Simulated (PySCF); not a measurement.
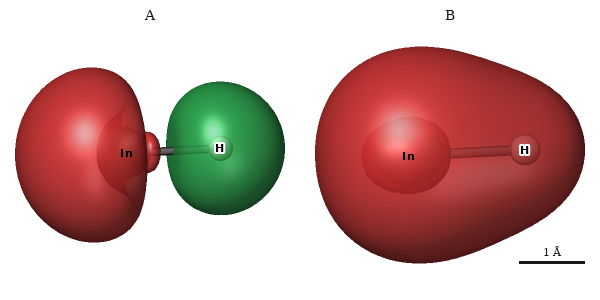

Figure 1: InH. Two frontier orbitals, each drawn at the value that holds 80 % of its norm (green and red are the two phases), in no order; of a degenerate pair one member is drawn.

Core potentials replace the inner electrons of In.

These are results of PBE0/cc-pVTZ(-PP), non-relativistic Hamiltonian with scalar-relativistic core potentials where named, at a bond length of 1.857 Å (PySCF), not measurements.

Q: Name the orbitals and rank them from lowest to highest energy.

A: Orbital B: σ, occupied, −10.12 eV; mainly on In (75 %).
Orbital A: σ, occupied, −5.69 eV; shared between the atoms (In 65 %, H 35 %).
